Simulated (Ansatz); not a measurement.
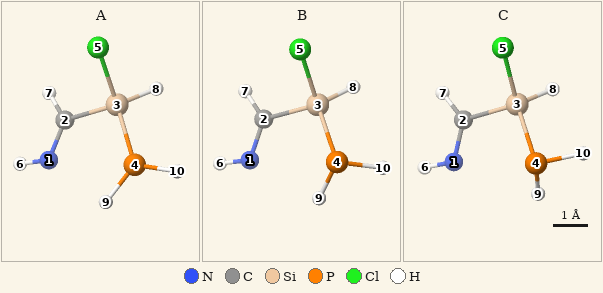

3 geometries from a converged minimum-energy path of CH5ClNPSi, shuffled. A ball-and-stick model, seen at a tilt.

These are results of RKS PBE0-D4/6-31G* in Ansatz, not measurements. Set-up: 9 movable images; climbing image; force threshold 0.05 eV/Å; iteration limit 40; starting path by image-dependent pair potential.

Q: Which frame is the top of the path?

A: A. In order along the path, whose images run from 0 to 10: C (image 1, +0.01 eV), B (image 3, +0.07 eV), A (image 5, +0.99 eV). The motion is an umbrella inversion at P4. No bond forms or breaks between the ends. Among the angles between lasting bonds that change up to the highest image: Si3–P4–H9 93.1° → 122.5°, Si3–P4–H10 93.6° → 122.9°.

Cost: 3.3 min on 2 threads of Intel(R) Xeon(R) Platinum 8488C (Sapphire Rapids) (shared host), peak memory 0.26 GiB.
